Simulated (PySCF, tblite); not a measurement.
# C3H11OSi3 radical: geometry, infrared bands and EPR parameters

Aim: predict the infrared bands and EPR parameters of C3H11OSi3 radical (`[SiH2][Si@@H](O[SiH3])C1CC1`).

Computed with tblite 0.8.0 and PySCF 2.14.0, with density-fitted response routines of our own, on a single molecule in the gas phase. Atoms are numbered from 0 throughout.

## (1) The starting structure

18 atoms, charge 0, multiplicity 2; geometry from: force field or distance geometry start.

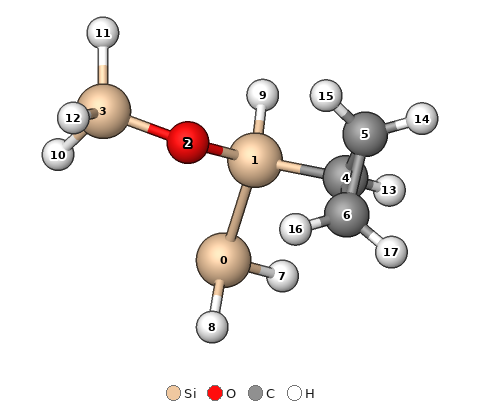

As it starts; silicon light orange, oxygen red, carbon grey, hydrogen white, atoms numbered.

## (2) Optimising the geometry with GFN2-xTB

Job settings and geometry (Å):

```
{"job": {"kind": "relax", "xc": "GFN2-xTB", "basis": "xTB"}, "charge": 0, "multiplicity": 2}
Si     0.569300     2.352400    -1.388500
Si     0.215100     0.123300    -0.870600
O      1.314100    -0.380500     0.296400
Si     2.920500    -0.685600     0.440000
C     -1.564100    -0.125500    -0.303900
C     -1.915200    -1.342200     0.502700
C     -1.907500     0.021500     1.144000
H     -0.393300     2.807200    -2.429700
H      0.402600     3.215600    -0.184700
H      0.445200    -0.686700    -2.083000
H      3.683600     0.493800    -0.003800
H      3.283600    -1.857700    -0.395100
H      3.234500    -0.978600     1.877500
H     -2.289300     0.210700    -1.041000
H     -2.873300    -1.806700     0.329700
H     -1.136400    -2.037200     0.816400
H     -1.129800     0.229900     1.879300
H     -2.868200     0.452700     1.402600
```

The run is started by

```console
> OMP_NUM_THREADS=1 python probes_run.py task.json out
```

The driver reads the jobs from task.json and runs them one after another.

What it wrote:

```text
step      E/eV     max force
  0    -579.48743    0.984
  1    -579.53739    0.620
  2    -579.59716    0.407
  3    -579.60744    0.314
  4    -579.62849    0.249
  5    -579.63604    0.254
  6    -579.65372    0.287
  7    -579.66250    0.274
  8    -579.67052    0.164
  9    -579.67456    0.140
 10    -579.67762    0.139
 11    -579.68019    0.121
 12    -579.68251    0.112
 13    -579.68441    0.100
 14    -579.68594    0.099
 15    -579.68744    0.113
 16    -579.68932    0.115
 17    -579.69148    0.106
 18    -579.69362    0.087
 19    -579.69553    0.088
 20    -579.69734    0.088
 21    -579.69955    0.130
 22    -579.70259    0.141
 23    -579.70619    0.151
 24    -579.70951    0.139
 25    -579.71200    0.100
 26    -579.71376    0.096
 27    -579.71536    0.124
 28    -579.71743    0.132
 29    -579.72009    0.119
 30    -579.72291    0.124
 31    -579.72509    0.091
 32    -579.72648    0.100
 33    -579.72748    0.088
 34    -579.72852    0.099
 35    -579.72995    0.113
 36    -579.73203    0.121
 37    -579.73465    0.128
 38    -579.73693    0.121
 39    -579.73857    0.128
 40    -579.74017    0.111
 41    -579.74197    0.110
 42    -579.74411    0.129
 43    -579.74633    0.134
 44    -579.74811    0.100
 45    -579.74940    0.084
 46    -579.75027    0.078
 47    -579.75094    0.060
 48    -579.75140    0.043
 49    -579.75184    0.035
 50    -579.75205    0.036
 51    -579.75245    0.041
 52    -579.75278    0.036
 53    -579.75308    0.037
 54    -579.75330    0.032
 55    -579.75349    0.041
 56    -579.75365    0.036
 57    -579.75378    0.025
 58    -579.75392    0.029
 59    -579.75409    0.029
 60    -579.75432    0.043
 61    -579.75463    0.045
 62    -579.75497    0.040
 63    -579.75533    0.048
 64    -579.75576    0.051
 65    -579.75634    0.075
 66    -579.75709    0.090
 67    -579.75790    0.062
 68    -579.75852    0.126
 69    -579.75942    0.059
 70    -579.76021    0.062
 71    -579.76138    0.103
 72    -579.76189    0.076
 73    -579.76259    0.067
 74    -579.76372    0.076
 75    -579.76463    0.071
 76    -579.76648    0.079
 77    -579.76774    0.043
 78    -579.76810    0.079
 79    -579.76844    0.043
 80    -579.76872    0.058
 81    -579.76955    0.046
 82    -579.77024    0.049
 83    -579.77113    0.068
 84    -579.77168    0.047
 85    -579.77215    0.078
 86    -579.77249    0.043
 87    -579.77282    0.034
 88    -579.77302    0.036
 89    -579.77329    0.045
 90    -579.77364    0.048
 91    -579.77400    0.037
 92    -579.77424    0.031
 93    -579.77437    0.028
 94    -579.77447    0.028
 95    -579.77464    0.035
 96    -579.77490    0.036
 97    -579.77522    0.033
 98    -579.77547    0.032
 99    -579.77564    0.032
100    -579.77578    0.031
101    -579.77594    0.030
102    -579.77609    0.029
103    -579.77621    0.028
104    -579.77632    0.023
105    -579.77644    0.028
106    -579.77660    0.031
107    -579.77676    0.021
108    -579.77685    0.015
109    -579.77688    0.014
110    -579.77691    0.012
111    -579.77695    0.014
112    -579.77701    0.018
113    -579.77708    0.022
114    -579.77713    0.016
115    -579.77716    0.009
```

Wall time 0.94 s (1 thread of Arm Neoverse V2, shared host).

The steps of the relaxation: (not every step is listed)

| step | energy from step 0 (eV) | largest force (eV/Å) |
| --- | --- | --- |
| 0 | 0.0000 | 0.9843 |
| 1 | -0.0500 | 0.6201 |
| 2 | -0.1097 | 0.4073 |
| 3 | -0.1200 | 0.3139 |
| 4 | -0.1411 | 0.2486 |
| 5 | -0.1486 | 0.2537 |
| 6 | -0.1663 | 0.2874 |
| 7 | -0.1751 | 0.2739 |
| 8 | -0.1831 | 0.1643 |
| 18 | -0.2062 | 0.0869 |
| 28 | -0.2300 | 0.1320 |
| 38 | -0.2495 | 0.1212 |
| 48 | -0.2640 | 0.0428 |
| 58 | -0.2665 | 0.0294 |
| 68 | -0.2711 | 0.1263 |
| 78 | -0.2807 | 0.0790 |
| 88 | -0.2856 | 0.0356 |
| 98 | -0.2880 | 0.0315 |
| 108 | -0.2894 | 0.0154 |
| 110 | -0.2895 | 0.0122 |
| 111 | -0.2895 | 0.0143 |
| 112 | -0.2896 | 0.0180 |
| 113 | -0.2896 | 0.0218 |
| 114 | -0.2897 | 0.0162 |
| 115 | -0.2897 | 0.0094 |

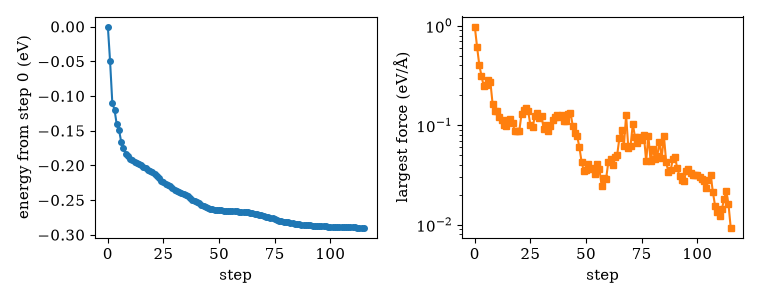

Energy and largest force along the relaxation.

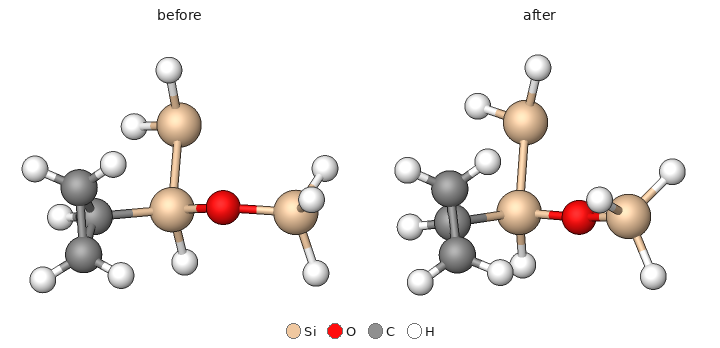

Before and after, at one scale.

Distances of close pairs at the start and the end, largest changes first:

| bond | before (Å) | after (Å) | change (Å) |
| --- | --- | --- | --- |
| Si1–O2 | 1.680 | 1.633 | -0.047 |
| Si0–Si1 | 2.316 | 2.274 | -0.041 |
| Si3–H12 | 1.500 | 1.465 | -0.036 |
| O2–Si3 | 1.641 | 1.610 | -0.031 |
| Si3–H11 | 1.484 | 1.461 | -0.023 |
| Si0–H7 | 1.489 | 1.467 | -0.022 |
| Si0–H8 | 1.491 | 1.469 | -0.022 |
| C5–C6 | 1.507 | 1.492 | -0.015 |

The end geometry stands in the next job.

## (3) Vibrational analysis with GFN2-xTB

Job settings and geometry (Å):

```
{"job": {"kind": "ir", "xc": "GFN2-xTB", "basis": "xTB"}, "charge": 0, "multiplicity": 2}
Si     0.426534     2.502150    -1.526258
Si     0.088512     0.263421    -1.310387
O      1.383464    -0.290911    -0.484375
Si     2.442227    -0.794650     0.618959
C     -1.464593    -0.238989    -0.342489
C     -1.465695    -1.405076     0.607445
C     -1.522019    -0.014258     1.143414
H     -0.574767     3.274621    -2.269984
H      0.765721     3.335868    -0.365143
H      0.118971    -0.517050    -2.558311
H      3.514067     0.198657     0.624802
H      2.892828    -2.115067     0.185565
H      1.770675    -0.861177     1.918753
H     -2.399497    -0.065874    -0.866550
H     -2.353480    -2.018402     0.669010
H     -0.545833    -1.957711     0.731798
H     -0.639608     0.375013     1.631175
H     -2.446267     0.335752     1.580917
```

What it wrote:

```text
mode    cm-1     km/mol
  1     -47.3      0.55
  2       3.1      0.46
  3      32.0      0.73
  4      62.0      1.01
  5      72.2      0.45
  6     100.4      2.05
  7     140.8      6.57
  8     157.7      5.80
  9     263.3     10.13
 10     324.9     30.19
 11     377.6     13.32
 12     405.8     15.16
 13     474.0      4.66
 14     558.0      4.82
 15     604.9     46.06
 16     610.5     25.22
 17     621.4     71.15
 18     651.6    361.37
 19     702.3    231.98
 20     773.8    215.76
 21     791.2    236.07
 22     807.1    320.24
 23     810.9     28.56
 24     833.9    314.57
 25     845.7     12.25
 26     955.1      2.61
 27     999.2     28.40
 28    1017.9      5.13
 29    1069.9     19.71
 30    1073.3      2.79
 31    1096.3    615.80
 32    1116.5      0.20
 33    1162.2      0.51
 34    1245.9      1.45
 35    1341.2      8.31
 36    1446.3      0.04
 37    1486.7      0.86
 38    2136.2    239.79
 39    2191.6    250.19
 40    2212.0    459.00
 41    2233.4    362.18
 42    2263.1    408.81
 43    2277.3    135.88
 44    3011.9     41.74
 45    3068.6     10.44
 46    3072.5     22.98
 47    3076.4     36.94
 48    3091.0     88.36
```

Run time: 0.75 s. Hardware: 1 thread of Arm Neoverse V2, shared host.

Which atoms move in the most intense modes:

| cm⁻¹ | km/mol | atoms |
| --- | --- | --- |
| 652 | 361.4 | H9 49 %, Si1 32 % |
| 807 | 320.2 | H8 37 %, H7 36 % |
| 834 | 314.6 | H12 27 %, H10 25 %, H11 22 %, Si3 12 % |
| 1096 | 615.8 | O2 77 %, Si3 11 % |
| 2192 | 250.2 | H8 91 % |
| 2212 | 459.0 | H7 92 % |
| 2233 | 362.2 | H12 89 % |
| 2263 | 408.8 | H10 56 %, H11 39 % |

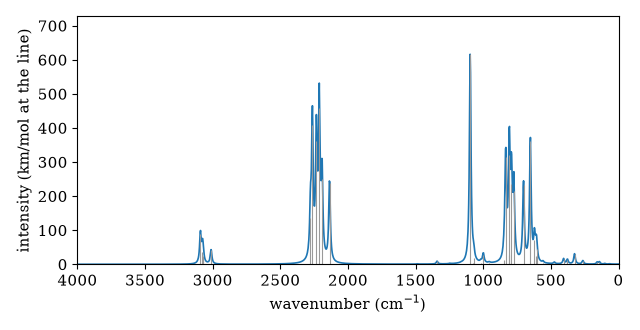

The infrared spectrum from these modes, unscaled. Lines are broadened to a width of 14 cm⁻¹ (Lorentzian).

## (4) EPR parameters: B3LYP/pcH-1

The job, as its differences from that of step 3:

```diff
@@ -1,2 +1,2 @@
-{"job": {"kind": "ir", "xc": "GFN2-xTB", "basis": "xTB"}, "charge": 0, "multiplicity": 2}
+{"job": {"kind": "epr", "basis": "pcH-1"}, "charge": 0, "multiplicity": 2}
 Si     0.426534     2.502150    -1.526258
```

With the program's defaults for keys left out, this is: UKS B3LYP, pcH-1 on C H O Si, non-relativistic, mean-field spin-orbit, GIAO.

What it wrote:

```text
UKS, coarse grid
  cycle   1  E = -1064.53327137  |g| = 6.64e-01
  cycle   2  E = -1064.16526452  |g| = 1.17e+00
  cycle   3  E = -1064.68327697  |g| = 1.13e-01
  cycle   4  E = -1064.68694799  |g| = 5.95e-02
  cycle   5  E = -1064.68860781  |g| = 1.22e-02
  cycle   6  E = -1064.68867686  |g| = 2.65e-03
  cycle   7  E = -1064.68867955  |g| = 1.09e-03
  cycle   8  E = -1064.68867911  |g| = 3.64e-04
UKS, final grid
  cycle   1  E = -1064.68861082  |g| = 4.24e-04
  cycle   2  E = -1064.68861075  |g| = 5.85e-04
  cycle   3  E = -1064.68861092  |g| = 3.71e-05
  cycle   4  E = -1064.68861092  |g| = 1.58e-05
E = -1064.68861092 Eh   <S^2> = 0.7526 (exact 0.7500)
g shifts (ppm)      1          2          3
  rmc          -123       -123       -123
  gc              7         48         53
  oz_so        -173       2331       3671
  total        -290       2256       3601
hyperfine (MHz)  atom isotope    a_iso     a_fc   dipolar eigenvalues
    0  29Si    -304.63    -305.60   -178.62     88.52     90.11
    1  29Si      -6.75      -6.78     -6.88      1.73      5.15
    2   17O       0.87       0.86     -0.60      0.10      0.50
    3  29Si       0.01       0.01     -0.28      0.08      0.20
    4   13C      38.46      38.46     -3.10     -2.97      6.07
    5   13C       6.91       6.91     -1.38     -1.22      2.61
    6   13C       0.38       0.38     -0.39     -0.15      0.55
    7    1H     -13.30     -13.34    -10.78      2.22      8.56
    8    1H      -6.05      -6.08    -10.74      2.42      8.32
    9    1H      -4.32      -4.32     -2.29     -1.26      3.54
   10    1H       0.16       0.16     -0.92     -0.79      1.71
   11    1H      -0.08      -0.08     -0.49     -0.39      0.88
   12    1H      -0.02      -0.02     -0.61     -0.48      1.09
   13    1H      -2.24      -2.24     -2.33     -0.72      3.05
   14    1H       4.43       4.43     -1.00     -0.38      1.38
   15    1H      -0.04      -0.04     -1.11     -0.41      1.52
   16    1H       1.15       1.15     -1.39     -0.85      2.25
   17    1H       0.04       0.04     -0.94     -0.53      1.46
```

Run time: 2.6 min. Hardware: 1 thread of Arm Neoverse V2, shared host; peak memory 1.1 GiB.

Principal g values 2.00203, 2.00458, 2.00592; g(iso) = 2.00418, against 2.00232 for a free electron.

Mean a(iso) over the nuclei that a row names, and the largest dipolar term of the row (other rows stand at the frozen geometry):

| nuclei | isotope | a(iso) (MHz) | a(iso) (G, at g = 2.0023) | largest dipolar term (MHz) |
| --- | --- | --- | --- | --- |
| Si0 | 29Si | -304.6 | -108.7 | -178.6 |
| C4 | 13C | 38.5 | 13.7 | 6.1 |
| H7, H8 | 1H | -9.7 | -3.5 | -10.8 |
| C5 | 13C | 6.9 | 2.5 | 2.6 |
| Si1 | 29Si | -6.7 | -2.4 | -6.9 |
| H14 | 1H | 4.4 | 1.6 | 1.4 |
| H9 | 1H | -4.3 | -1.5 | 3.5 |
| H13 | 1H | -2.2 | -0.8 | 3.0 |
| H16 | 1H | 1.2 | 0.4 | 2.2 |
| O2 | 17O | 0.9 | 0.3 | -0.6 |
| C6 | 13C | 0.4 | 0.1 | 0.5 |
| H17 | 1H | 0.0 | 0.0 | 1.5 |
| H15 | 1H | 0.0 | 0.0 | 1.5 |
| H10, H11, H12 | 1H | 0.0 | 0.0 | 1.7 |

Mulliken spin populations:

Si0 1.00; Si1 0.02; O2 0.00; Si3 0.00; C4 0.02; C5 0.01; C6 0.00; H7 -0.03; H8 -0.02; H9 0.00; H10 0.00; H11 0.00; H12 0.00; H13 0.00; H14 0.00; H15 0.00; H16 0.00; H17 0.00

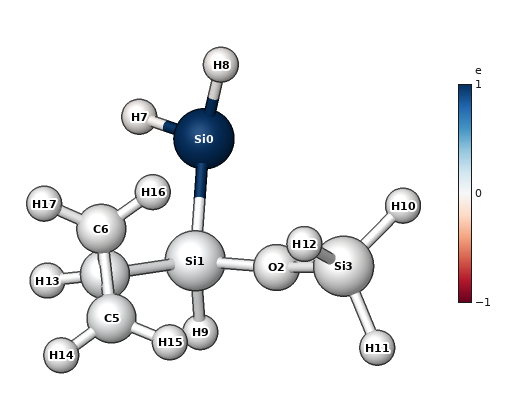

Mulliken spin populations, as colours on the atoms.

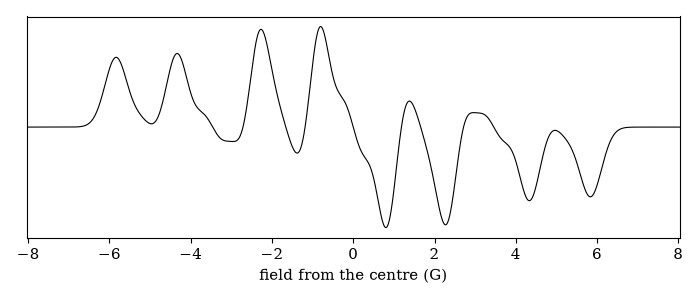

First-order isotropic spectrum (first derivative, main isotopes with spin only, couplings over 0.8 MHz, Gaussian width 0.3 G; couplings of the frozen geometry, rotation of groups not averaged beyond the rows shown).

Orbitals, density, ELF and potential are computed afterwards from the orbital file.

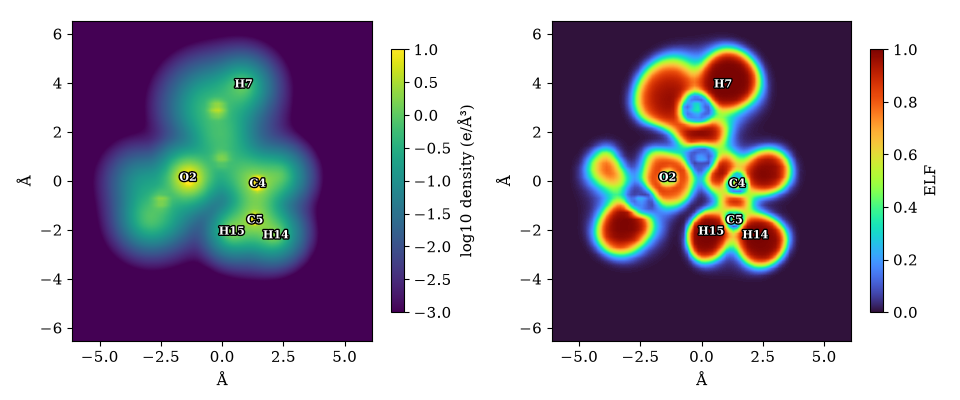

Density (left) and ELF (right) in a plane through or near 6 of the atoms.

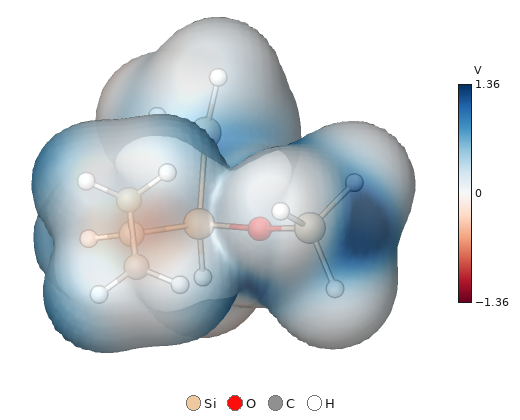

The potential that a unit positive charge feels on the 0.002 e/bohr³ surface, from -0.36 V near O2 to 1.36 V near Si1.

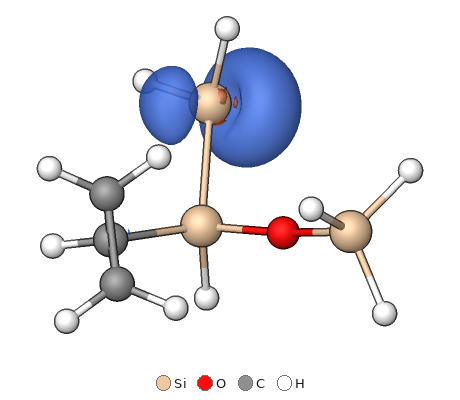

Spin density at ±0.06 e/Å³ (alpha excess blue, beta excess red).

## (5) Outcome

```
                                 quantity                    value
strongest single infrared mode (GFN2-xTB)    1096 cm⁻¹, 616 km/mol
             zero-point energy (GFN2-xTB)            76.7 kcal/mol
                           g(iso) (B3LYP)                  2.00418
                                     ⟨S²⟩       0.753 (exact 0.75)
       largest a(iso) (averaged by class)  29Si on Si0, -304.6 MHz
    surface potential, least and greatest       -0.36 V and 1.36 V
```

Relaxing lowered the energy by 0.290 eV in 115 steps; the close pair that moved most is Si1–O2, from 1.680 to 1.633 Å. The lowest mode is imaginary (47i cm⁻¹), so the xTB geometry is not a minimum. The strongest single mode, at 1096 cm⁻¹, moves mainly O2. GFN2-xTB is a fitted tight-binding method: band positions and strengths are rough. Its intensities can rank the bands wrongly. Most of the unpaired spin sits on Si0 (1.00 e). The isotropic g lies 1.9 ppt above the free-electron value.
